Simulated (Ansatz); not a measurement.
# LaGaS3 in R-3c, a phase reached by a soft mode: following an unstable mode, part 2 of 3

Which phase does LaGaS3 in R-3c, a phase reached by a soft mode fall into along its unstable mode, and how much energy does it gain?

Ansatz 0.2.0; DFT PBEsol, scalar-relativistic, plane waves, PAW; PAW set soft_1.

So far. Step 2 (Linear response at the zone centre): Before it was imposed, the acoustic sum rule was missed by 2.1e-4 eV/Å² and the charge sum rule by 0.016 e. Small misses are needed for a sound result but don't prove that mesh and cutoff are converged. The lowest optical mode is imaginary, 43.1i cm⁻¹, so the energy falls along it. Step 3 (The mode frozen in, largest atomic shift 0 Å): At this level the gap is 0.45 eV on the k-mesh of the self-consistent run, which can miss the band edges.

The structure was built from a prototype and need not be the compound's stable phase.

### 4. The mode frozen in, largest atomic shift 0.14 Å

The atoms are moved along the unstable eigenvector, the largest shift by 0.14 Å, with the cell fixed.

input.yaml

```yaml
crystal:
  lattice:
    - [3.4251140908, 1.9774905423, 5.056606617]
    - [-3.4251140908, 1.9774905423, 5.056606617]
    - [0.0, -3.9549810846, 5.056606617]
  atoms:
    - { symbol: La, position: [0.2469171795, 0.2515414102, 0.2515414102] }
    - { symbol: La, position: [0.7469171795, 0.7515414102, 0.7515414102] }
    - { symbol: Ga, position: [0.496460485, 0.5001600373, 0.5033794777] }
    - { symbol: Ga, position: [-0.003539515, 0.0033794777, 0.0001600373] }
    - { symbol: S, position: [0.8375519365, 0.2388244584, 0.6631024636] }
    - { symbol: S, position: [0.1611514479, 0.7388244584, 0.3395029522] }
    - { symbol: S, position: [0.3375519365, 0.1631024636, 0.7388244584] }
    - { symbol: S, position: [0.6611514479, 0.8395029522, 0.2388244584] }
    - { symbol: S, position: [0.7723510832, 0.3375458442, 0.1611453556] }
    - { symbol: S, position: [0.2723510832, 0.6611453556, 0.8375458442] }
kpoints:
  mp_grid: { grid: [6, 6, 6] }
hamiltonian:
  xc: pbesol
  pseudopotentials: { kind: paw, azcp: { folder: soft_1 }, xc_functional: pbe }
scf:
  occupations: { method: gaussian, width: 0.02 }
output:
  forces: true
  stress: true
  eigenvalues: true
```

Started as:

```
$ ansatz run input.yaml --threads 8 --pin off --max-ram 16384MiB --backend cpu --events-out ev --progress --plain --runs-dir out
```

Numbers of over 12 decimals in the logs are rounded to 6 here.

What it wrote:

```text
[...]
Crystal: 10 atoms, lattice volume = 205.494 Å³
Basis set: ecut = 420 eV, 4043 PW (Γ), exchange–correlation on 90×90×90 points (8 copies of the dense FFT grid, shifted against one another)
Bands: 52, of which v1, the nominal top of the filled ones, is band 42 counted from 1 (41 counted from 0)
Symmetry: 2 space group operations
[...]
k-points: 68 of 216 (time reversal used)
[...]
k-point 0: bands = [... 38 lower, 8.2271, 8.6799, 8.6919, 9.1937, 9.7456, 11.2369, 11.4602, 11.4726, ... 4 higher]
  k-point 1: bands = [... 38 lower, 8.2148, 8.5349, 8.6549, 9.0696, 9.8046, 11.3060, 11.4444, 11.4822, ... 4 higher]
  k-point 2: bands = [... 38 lower, 8.1077, 8.1935, 8.6306, 8.9485, 10.0803, 11.1825, 11.4526, 11.4882, ... 4 higher]
  k-point 67: bands = [... 38 lower, 7.5846, 7.5846, 7.6243, 7.6243, 10.7500, 10.7500, 11.5899, 11.5899, ... 4 higher]
[key lines of the parts left out:]
SCF converged after 10 iterations
Free energy (F): -25131.922341 eV
Fermi energy:    9.469645 eV
P = ⅓ Tr σ = 0.1847 GPa (1.847 kbar)
```

Wall time 15 s (8 threads of Arm Neoverse V1, shared host); peak memory 1 GiB.

Numbers from this step:

* pressure: 0.1847 GPa
* gap on the k-mesh: 0.5519 eV
* energy from the undistorted cell: -0.422 meV/atom

The energy, extrapolated to zero smearing, is -0.42 meV/atom against the undistorted cell.

The run ends at a pressure of 0.18 GPa, with forces up to 0.024 eV/Å.

### 5. Energy along the mode, all amplitudes (two of the runs are shown above)

An imaginary frequency means negative curvature, so the energy should fall and then rise again as anharmonic terms take over.

Numbers from this step:

| Item | Value |
| --- | --- |
| depth at the lowest point sampled | 0.422 meV/atom |
| largest atomic shift at that point | 0.14 Å |

The energy from the parent by largest atomic shift:

```
largest atomic shift (Å)  energy from the parent (meV/atom)
                   0.000                                  0
                   0.040                             -0.056
                   0.080                               -0.2
                   0.140                             -0.422
                   0.220                              -0.06
                   0.320                               3.55
                   0.450                               19.5
```

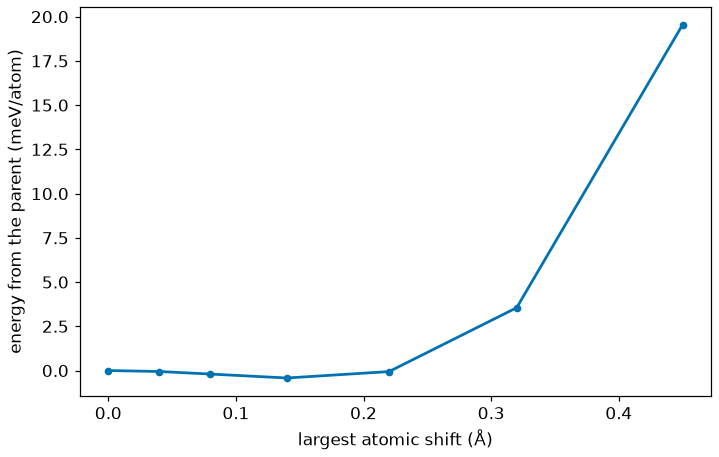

Energy from the parent against largest atomic shift.

Displacement at unit largest shift by atom:

```
atom  x (Å)  y (Å)  z (Å)  size
 La1  -0.11  -0.07   0.00  0.13
 La2  -0.11  -0.07   0.00  0.13
 Ga3  -0.09  -0.14   0.00  0.17
 Ga4  -0.17  -0.01   0.00  0.17
  S5   0.26  -0.20  -0.38  0.50
  S6   0.26  -0.20  -0.38  0.50
  S7  -0.05   0.33  -0.38  0.50
  S8  -0.05   0.33  -0.38  0.50
  S9   0.56   0.33   0.76  1.00
 S10   0.56   0.33   0.76  1.00
```

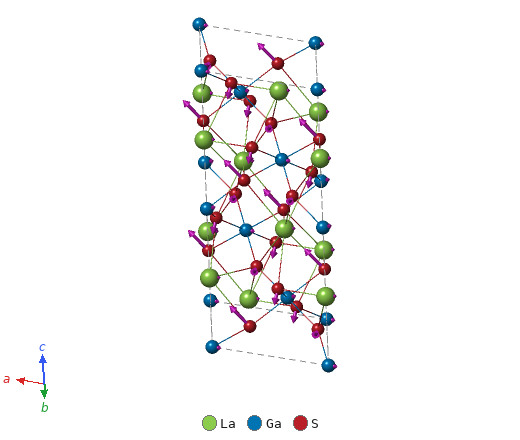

Displacement at unit largest shift as arrows, the longest 1.00 Å. Bonds to atoms that aren't drawn are left out. Some periodic images of atoms are drawn too.

The lowest of the steps tried is at 0.14 Å, 0.422 meV/atom below the parent; the bottom of the well need not coincide with a step.

### 6. Relaxing from the distorted cell

Starting from the lowest point found, all atoms and the cell are let go, so that strain and other modes of the same symmetry can join in.

input.yaml, as its differences from that of step 4:

```diff
@@ -22,3 +22,3 @@
 scf:
-  occupations: { method: gaussian, width: 0.02 }
+  occupations: { method: fixed }
 output:
@@ -27 +27,6 @@
   eigenvalues: true
+relax:
+  adjacent_minimum: "off"
+  f_tol: 0.002
+  max_steps: 120
+  cell: { stress_tol: 0.03 }
```

What it wrote:

```text
[...]
Crystal: 10 atoms, lattice volume = 205.494 Å³
Basis set: ecut = 420 eV, 4043 PW (Γ), exchange–correlation on 90×90×90 points (8 copies of the dense FFT grid, shifted against one another)
Bands: 52, of which v1, the nominal top of the filled ones, is band 42 counted from 1 (41 counted from 0)
Symmetry: 2 space group operations
[...]
k-points: 68 of 216 (time reversal used)
[...]
SCF iter   1: F=—  HF=-25133.827736 eV  |F-HF|=—  |Δ(HF+E_count)|=         —  Δρ=4.77e-2  dr2=9.20e0  ethr=3.10e-3  ⟨swp⟩=5.6  Hψ=13665  notcnv=0  defer=98
[...]
SCF iter   9: F=-25131.922341 eV  HF=-25131.922341 eV  |F-HF|=1.10e-8  |Δ(HF+E_count)|=   1.70e-8  Δρ=3.97e-6  dr2=4.04e-8  ethr=1.19e-10  ⟨swp⟩=19.1  Hψ=28799  notcnv=0
SCF 1 converged in 9 iterations: F = -25131.922341 eV  dr2 = 4.04e-8
[...]
relax step   1: F+E_penalty+E_count = -25131.92234141 eV  Δ(F+E_penalty+E_count) = +0.000e0 eV  max|allowed force component| = 2.123e-2 eV/Å  Δτ_max = 0.0000 Å  P = +0.185 GPa  Ω = 205.494 Å³  (9 SCF iters, dr2 threshold 1.00e-7 eV, accepted)
Crystal: 10 atoms, lattice volume = 206.199 Å³
Basis set: ecut = 420 eV, 4055 PW (Γ), exchange–correlation on 90×90×90 points (8 copies of the dense FFT grid, shifted against one another)
[...]
iter 1 solved again at ethr=1.64e-6 eV; its pass at ethr=3.10e-3 eV (dr2=1.38e-3 eV) is discarded
[...]
SCF iter   5: F=-25131.923416 eV  HF=-25131.923417 eV  |F-HF|=2.87e-7  |Δ(HF+E_count)|=   1.32e-8  Δρ=9.67e-6  dr2=1.58e-7  ethr=4.45e-10  ⟨swp⟩=19.4  Hψ=28907  notcnv=0
SCF 2 converged in 5 iterations: F = -25131.923416 eV  dr2 = 1.58e-7
[...]
relax step   2: F+E_penalty+E_count = -25131.92341623 eV  Δ(F+E_penalty+E_count) = -1.075e-3 eV  max|allowed force component| = 4.251e-2 eV/Å  Δτ_max = 0.0083 Å  P = -0.081 GPa  Ω = 206.199 Å³  energy of the carried Pulay correction = -1.150e-4 eV  (5 SCF iters, dr2 threshold 3.74e-7 eV, accepted)
Crystal: 10 atoms, lattice volume = 206.222 Å³
Basis set: ecut = 420 eV, 4059 PW (Γ), exchange–correlation on 90×90×90 points (8 copies of the dense FFT grid, shifted against one another)
[...]
SCF iter   5: F=-25131.924200 eV  HF=-25131.924200 eV  |F-HF|=2.29e-8  |Δ(HF+E_count)|=   1.10e-7  Δρ=4.08e-6  dr2=3.22e-8  ethr=1.34e-10  ⟨swp⟩=17.3  Hψ=27976  notcnv=0
SCF 3 converged in 5 iterations: F = -25131.924200 eV  dr2 = 3.22e-8
relax step   3: F+E_penalty+E_count = -25131.92419956 eV  Δ(F+E_penalty+E_count) = -7.833e-4 eV  max|allowed force component| = 4.172e-2 eV/Å  Δτ_max = 0.0075 Å  P = -0.069 GPa  Ω = 206.222 Å³  energy of the carried Pulay correction = -1.188e-4 eV  (5 SCF iters, dr2 threshold 1.13e-7 eV, accepted)
[... from here on, the SCF cycles and remarks between the steps are left out ...]
relax step   4: F+E_penalty+E_count = -25131.92784031 eV  Δ(F+E_penalty+E_count) = -3.641e-3 eV  max|allowed force component| = 6.889e-2 eV/Å  Δτ_max = 0.0532 Å  P = +0.025 GPa  Ω = 206.370 Å³  energy of the carried Pulay correction = -1.429e-4 eV  (6 SCF iters, dr2 threshold 1.09e-7 eV, accepted)
relax step   5: F+E_penalty+E_count = -25131.93351318 eV  Δ(F+E_penalty+E_count) = -5.673e-3 eV  max|allowed force component| = 1.348e-1 eV/Å  Δτ_max = 0.1079 Å  P = +0.006 GPa  Ω = 207.552 Å³  energy of the carried Pulay correction = -3.348e-4 eV  (7 SCF iters, dr2 threshold 2.97e-7 eV, accepted)
relax step   6: F+E_penalty+E_count = -25131.94114892 eV  Δ(F+E_penalty+E_count) = -7.636e-3 eV  max|allowed force component| = 7.328e-2 eV/Å  Δτ_max = 0.0218 Å  P = +0.013 GPa  Ω = 207.619 Å³  energy of the carried Pulay correction = -3.457e-4 eV  (5 SCF iters, dr2 threshold 1.00e-6 eV, accepted)
relax step   7: F+E_penalty+E_count = -25131.94658170 eV  Δ(F+E_penalty+E_count) = -5.433e-3 eV  max|allowed force component| = 6.302e-2 eV/Å  Δτ_max = 0.0664 Å  P = +0.024 GPa  Ω = 208.019 Å³  energy of the carried Pulay correction = -4.104e-4 eV  (7 SCF iters, dr2 threshold 3.36e-7 eV, accepted)
relax step   8: F+E_penalty+E_count = -25131.94704671 eV  Δ(F+E_penalty+E_count) = -4.650e-4 eV  max|allowed force component| = 6.218e-2 eV/Å  Δτ_max = 0.0145 Å  P = +0.092 GPa  Ω = 207.937 Å³  energy of the carried Pulay correction = -3.971e-4 eV  (6 SCF iters, dr2 threshold 2.48e-7 eV, accepted)
relax step   9: F+E_penalty+E_count = -25131.93168222 eV  Δ(F+E_penalty+E_count) = +1.536e-2 eV  max|allowed force component| = 9.177e-2 eV/Å  Δτ_max = 0.1230 Å  P = -0.204 GPa  Ω = 207.382 Å³  energy of the carried Pulay correction = -3.073e-4 eV  (8 SCF iters, dr2 threshold 2.42e-7 eV, rejected (line search))
relax step  10: F+E_penalty+E_count = -25131.94904460 eV  Δ(F+E_penalty+E_count) = -1.998e-3 eV  max|allowed force component| = 1.226e-2 eV/Å  Δτ_max = 0.0184 Å  P = +0.067 GPa  Ω = 207.856 Å³  energy of the carried Pulay correction = -3.839e-4 eV  (11 SCF iters, accepted)
relax step  11: F+E_penalty+E_count = -25131.94890518 eV  Δ(F+E_penalty+E_count) = +1.394e-4 eV  max|allowed force component| = 2.500e-2 eV/Å  Δτ_max = 0.0072 Å  P = -0.070 GPa  Ω = 208.144 Å³  energy of the carried Pulay correction = -4.305e-4 eV  (5 SCF iters, dr2 threshold 1.97e-8 eV, rejected (line search))
relax step  12: F+E_penalty+E_count = -25131.94918489 eV  Δ(F+E_penalty+E_count) = -1.403e-4 eV  max|allowed force component| = 1.910e-3 eV/Å  Δτ_max = 0.0036 Å  P = -0.004 GPa  Ω = 207.995 Å³  energy of the carried Pulay correction = -4.064e-4 eV  (8 SCF iters, accepted)
[...]
SCF iter   6: F=-25131.949684 eV  HF=-25131.949684 eV  |F-HF|=2.18e-11  |Δ(HF+E_count)|=  3.35e-10  Δρ=1.21e-7  dr2=1.34e-11  ethr=1.00e-12  ⟨swp⟩=19.2  Hψ=24286  notcnv=0
SCF 13 converged in 6 iterations: F = -25131.949684 eV  dr2 = 1.34e-11
relax step  13: F+E_penalty+E_count = -25131.94968377 eV  Δ(F+E_penalty+E_count) = -4.989e-4 eV  max|allowed force component| = 1.916e-3 eV/Å  Δτ_max = 0.0000 Å  P = -0.003 GPa  Ω = 207.995 Å³  stress off target by 1.72e-2 GPa  SCF on the basis re-selected at this cell (its energy is not comparable with the rows above)  (6 SCF iters)
basis re-selected at this cell: Δ(F+E_penalty+E_count) = -4.989e-4 eV, ΔP = +0.001 GPa vs the last step (what re-selecting the basis moved, of the pressure what is left beyond the Pulay correction that the steps carried, after the strain that the cell walked since its last selection, with what the two solves' SCF thresholds leave and, on support functions, any second-order correction that the steps lacked; it is no m [...]
SCF converged after 6 iterations
Free energy (F): -25131.949684 eV
[...]
Internal energy: -25131.949684 eV  (E = F + TS)
E sigma→0 (E₀):  -25131.949684 eV
Fermi energy:    8.830290 eV
[...]
--- Forces (eV/Å), atoms counted from 1 ---
  atom   1  La    -0.00137886    -0.00035319     0.00015717
  atom   2  La    -0.00099530    -0.00101753     0.00015717
  atom   3  Ga     0.00136423     0.00061339    -0.00110606
  atom   4  Ga     0.00121333     0.00087476    -0.00110606
  atom   5  S      0.00015177    -0.00008752     0.00114814
  atom   6  S     -0.00139537     0.00054948    -0.00052077
  atom   7  S      0.00000010     0.00017520     0.00114814
  atom   8  S     -0.00022182    -0.00148317    -0.00052077
  atom   9  S     -0.00026493     0.00191615     0.00032146
  atom  10  S      0.00152697    -0.00118751     0.00032146
  max |Σ_I F_I| component: 1.25e-7 eV/Å
--- Stress (GPa, compression-positive) ---
       -0.005609      -0.005810       0.009239
       -0.005810       0.001101       0.005334
        0.009239       0.005334      -0.003260
  P = ⅓ Tr σ = -0.0026 GPa (-0.026 kbar)
--- Band table (eV; the first three rows and the last of 68) ---
  k-point 0: bands = [... 38 lower, 8.0527, 8.4113, 8.4225, 8.8303, 9.5919, 11.1801, 11.2823, 11.3359, ... 6 higher]
  k-point 1: bands = [... 38 lower, 8.0390, 8.2888, 8.4010, 8.7054, 9.6445, 11.1599, 11.2776, 11.3619, ... 6 higher]
  k-point 2: bands = [... 38 lower, 7.9446, 8.1184, 8.2910, 8.5911, 9.8320, 10.9288, 11.2710, 11.3590, ... 6 higher]
  k-point 67: bands = [... 38 lower, 7.4622, 7.4622, 7.6475, 7.6475, 10.6083, 10.6083, 11.4203, 11.4203, ... 6 higher]
--- Relaxed structure (12 steps of the walk, 10 accepted, 1 SCFs on fresh bases) ---
  F+E_penalty+E_count = -25131.94968377 eV   max|allowed force component| = 1.916e-3 eV/Å   (the final SCF, on the basis selected at the relaxed cell)
  cell:  # Å, volume = 207.9949 Å³
    - [3.554574, 2.052234, 5.200312]
    - [-3.338022, 1.977607, 5.082814]
    - [0.043647, -3.879615, 5.082814]
  atoms:
    - { symbol: La, position: [0.236747, 0.235647, 0.262765] }
    - { symbol: La, position: [0.736747, 0.762765, 0.735647] }
    - { symbol: Ga, position: [0.491564, 0.501855, 0.501705] }
    - { symbol: Ga, position: [-0.00843619, 0.00170502, 0.00185486] }
    - { symbol: S, position: [0.833451, 0.213007, 0.674678] }
    - { symbol: S, position: [0.161786, 0.761068, 0.335528] }
    - { symbol: S, position: [0.333451, 0.174678, 0.713007] }
    - { symbol: S, position: [0.661786, 0.835528, 0.261068] }
    - { symbol: S, position: [0.790884, 0.345374, 0.153941] }
    - { symbol: S, position: [0.290884, 0.653941, 0.845374] }
```

It took 2.8 min on 8 threads; peak memory 1.1 GiB; 22 min of CPU time.

The steps of the relaxation:

```
step  energy less that of the first step (eV)  largest force component (eV/Å)  pressure (GPa)  volume (Å³)
   1                                   0.0000                          0.0212            0.18       205.49
   2                                  -0.0011                          0.0425           -0.08       206.20
   3                                  -0.0019                          0.0417           -0.07       206.22
   4                                  -0.0055                          0.0689            0.03       206.37
   5                                  -0.0112                          0.1348            0.01       207.55
   6                                  -0.0188                          0.0733            0.01       207.62
   7                                  -0.0242                          0.0630            0.02       208.02
   8                                  -0.0247                          0.0622            0.09       207.94
   9                                  -0.0093                          0.0918           -0.20       207.38
  10                                  -0.0267                          0.0123            0.07       207.86
  11                                  -0.0266                          0.0250           -0.07       208.14
  12                                  -0.0268                          0.0019            0.00       207.99
 13*                                  -0.0273                          0.0019            0.00       207.99
```

Relaxation steps marked * repeat the geometry before them on a plane-wave basis chosen anew for their cell, so energy and pressure can jump there. Relaxation steps 9, 11 were tried and not accepted.

Forces are held to the 2 operations that the run works with; a distortion that breaks them can't arise in this run.

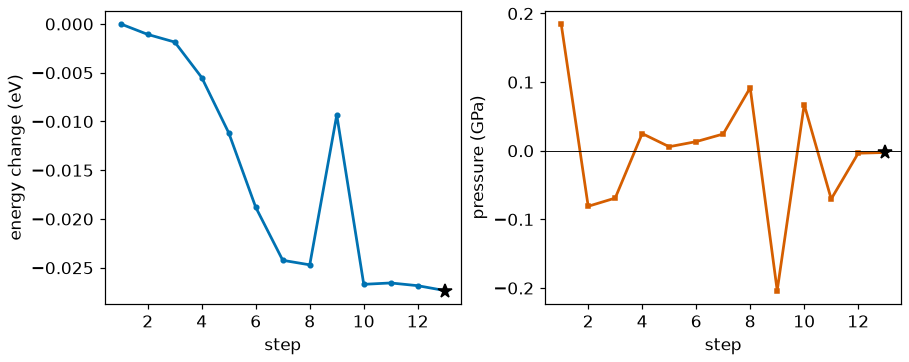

Energy and pressure along the relaxation. Stars mark steps on a basis chosen anew.

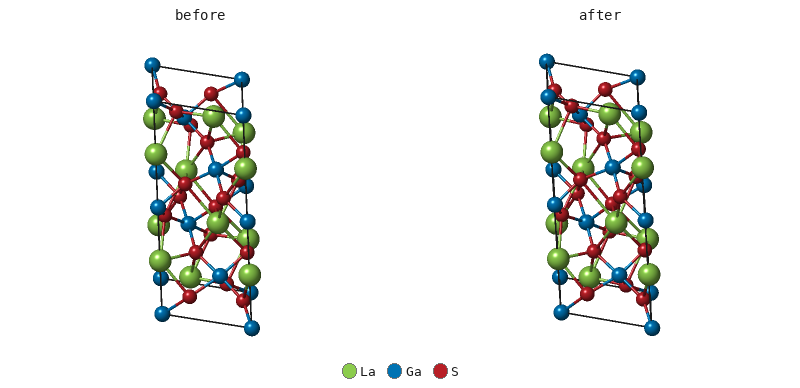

Before and after, at one scale. Bonds to atoms that aren't drawn are left out.

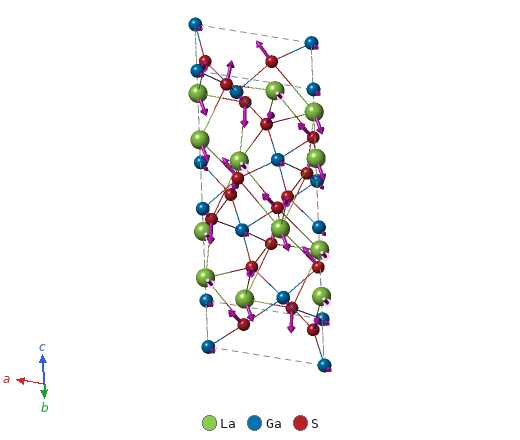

Displacements in the relaxation, exaggerated, measured against the changing cell; the longest in the cell stands for 0.16 Å. Bonds to atoms that aren't drawn are left out. Some periodic images of atoms are drawn too.

```
     cell as run  before  after  change
           a (Å)   6.420  6.625  +3.2 %
           b (Å)   6.420  6.394  -0.4 %
           c (Å)   6.420  6.394  -0.4 %
           α (°)   64.49  63.86  -1.0 %
           β (°)   64.49  63.92  -0.9 %
           γ (°)   64.49  63.92  -0.9 %
volume (Å³/atom)   20.55  20.80  +1.2 %
```

The atoms that moved most (Å, as changes of fractional coordinates times the final cell):

```
atom      dx      dy      dz  length
  S5   0.072  -0.104  -0.094   0.158
  S7  -0.054   0.115  -0.094   0.158
  S8   0.016  -0.093   0.096   0.135
  S6  -0.072   0.061   0.096   0.135
  S9   0.039   0.081   0.100   0.135
 S10   0.090  -0.007   0.100   0.135
 La1   0.017  -0.096  -0.077   0.124
 La2  -0.074   0.063  -0.077   0.124
```

Numbers from this step:

```
pressure          : -0.002589 GPa
gap on the k-mesh : 0.7616 eV
volume per atom   : 20.80 Å³
```

The distorted start has space group Cc; the relaxation ends in Cc.

### 7. The new phase in its own primitive cell

The relaxed structure is symmetrised, reduced to its primitive cell and relaxed tightly, as its phonons need.

input.yaml

```yaml
crystal:
  lattice:
    - [5.4270281292, -3.3816691725, 0.0]
    - [5.4270281292, 3.3816691725, 0.0]
    - [-3.4319870016, 0.0, 5.6666899255]
  atoms:
    - { symbol: La, position: [0.7627651374, 0.2356466345, 0.7632528789] }
    - { symbol: La, position: [0.2356466345, 0.7627651374, 0.2632528789] }
    - { symbol: Ga, position: [0.0017050173, 0.5018548586, 0.5084361869] }
    - { symbol: Ga, position: [0.5018548586, 0.0017050173, 0.0084361869] }
    - { symbol: S, position: [0.1746784248, 0.2130065823, 0.1665491665] }
    - { symbol: S, position: [0.8355276905, 0.7610680196, 0.8382135682] }
    - { symbol: S, position: [0.2130065823, 0.1746784248, 0.6665491665] }
    - { symbol: S, position: [0.7610680196, 0.8355276905, 0.3382135682] }
    - { symbol: S, position: [0.653941286, 0.3453742166, 0.2091160674] }
    - { symbol: S, position: [0.3453742166, 0.653941286, 0.7091160674] }
kpoints:
  mp_grid: { grid: [4, 4, 4] }
hamiltonian:
  xc: pbesol
  pseudopotentials: { kind: paw, azcp: { folder: soft_1 }, xc_functional: pbe }
scf:
  occupations: { method: fixed }
output:
  forces: true
  stress: true
  eigenvalues: true
relax:
  adjacent_minimum: "off"
  f_tol: 0.001
  max_steps: 60
  cell: { stress_tol: 0.01 }
```

What it wrote:

```text
[...]
Crystal: 10 atoms, lattice volume = 207.995 Å³
Basis set: ecut = 420 eV, 4071 PW (Γ), exchange–correlation on 90×90×90 points (8 copies of the dense FFT grid, shifted against one another)
Bands: 52, of which v1, the nominal top of the filled ones, is band 42 counted from 1 (41 counted from 0)
Symmetry: 2 space group operations
[...]
k-points: 24 of 64 (time reversal used)
[...]
- { symbol: Ga, position: [0.00143834, 0.501826, 0.508567] }
    - { symbol: Ga, position: [0.501826, 0.00143834, 0.00856692] }
    - { symbol: S, position: [0.174800, 0.213156, 0.166655] }
    - { symbol: S, position: [0.835742, 0.760571, 0.838293] }
    - { symbol: S, position: [0.213156, 0.174800, 0.666655] }
    - { symbol: S, position: [0.760571, 0.835742, 0.338293] }
    - { symbol: S, position: [0.653837, 0.345512, 0.208602] }
    - { symbol: S, position: [0.345512, 0.653837, 0.708602] }
[key lines of the parts left out:]
SCF converged after 6 iterations
Free energy (F): -25131.946811 eV
Fermi energy:    8.833802 eV
P = ⅓ Tr σ = 0.0017 GPa (0.017 kbar)
```

Elapsed: 36 s, on 8 threads; peak memory 0.92 GiB.

Little changed from the start: no atom moved by 0.005 Å and no cell edge by 0.1 %.

Numbers from this step:

* pressure: 0.001671 GPa
* gap on the k-mesh: 0.7652 eV
* direct gap on mesh: 0.7652 eV

The largest force component left is 0.56 meV/Å and the pressure is 0.002 GPa, within the tolerances set. The cell now holds 20.80 Å³/atom.

[end of part 2 of 3]

[Logs are printed without paths, hosts, clocks, repeated set-up lines and the standing remarks that a program may print on its own settings, such as how far it seeks lower states.]

[Hosts, paths, dates, database ids (printed as entryN), source tags and the programs' standing remarks are cut or masked in the printed files.]
